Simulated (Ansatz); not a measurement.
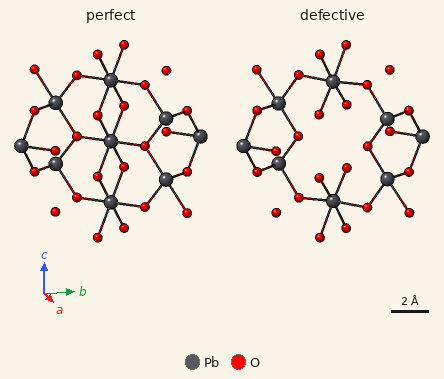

Left: perfect PbO2. Right: the same region with one point defect, after relaxing the atoms in a supercell of 72 sites. Style: ball-and-stick. Shown: the atoms within 6.0 Å of one point, in a slice 5.0 Å thick across the line of sight, slightly off an axis.

These are results of DFT, PBEsol, PAW, plane waves (Ansatz), not measurements. (plane-wave cutoff 420 eV; k-point mesh 1 × 1 × 1; mesh shifted by (0.25, 0.25, 0.25); no spin polarisation) Fermi-Dirac smearing of 0.01 eV. A uniform background neutralises the charged cell. The axes drawn are those of the host's conventional cell.

### What kind of defect was made?

A lead atom is taken out (a vacancy).

The charge state of the cell is −4.

### How does the lattice respond?

Around the empty Pb site the host had 6 O at 2.18 Å; after relaxation the nearest atoms are 6 O at 2.22 to 2.27 Å. Of the host's atoms, an oxygen atom moves furthest from its site, by 0.12 Å.

Limits of the set-up: the cell is charged, on a uniform background, and energies carry no finite-size correction.
